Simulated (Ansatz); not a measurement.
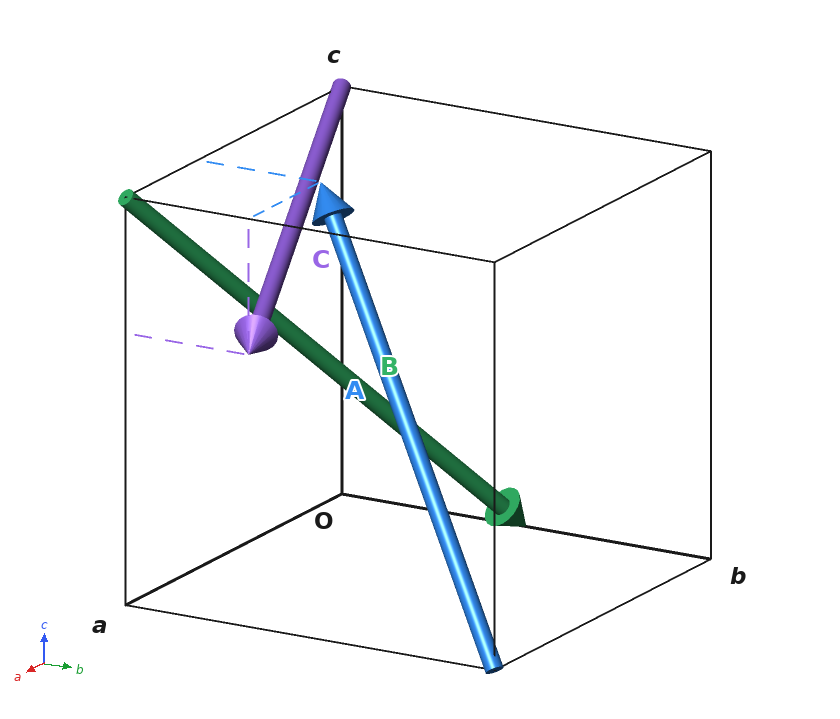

For RuAu, the geometry relaxed with Ansatz, DFT PBE, scalar-relativistic, plane waves, PAW; the starting structure was generated, so it need not be a known form of this composition: each arrow starts at a corner of the unit cell and ends on its surface; where a tip isn't a corner, dashed lines run from it parallel to the axes. Symmetry computed with spglib at a tolerance of 0.002 Å; standard conventional cell.

a = 3.165 Å, b = 3.165 Å, c = 3.165 Å, α = 90.00°, β = 90.00°, γ = 90.00°.

Index the directions.

Arrow A runs from (1, 1, 0) to (2/3, 1/3, 1), so [−1 −2 3]; Arrow B runs from (1, 0, 1) to (0, 1/2, 0), so [−2 1 −2]; Arrow C runs from (0, 0, 1) to (1, 1/3, 2/3), so [3 1 −1].

How long is the vector ua + vb + wc in each case, and what angles do the directions make?

A 11.842 Å; B 9.494 Å; C 10.496 Å. A–B: 122.3°. A–C: 130.1°. B–C: 107.5°.
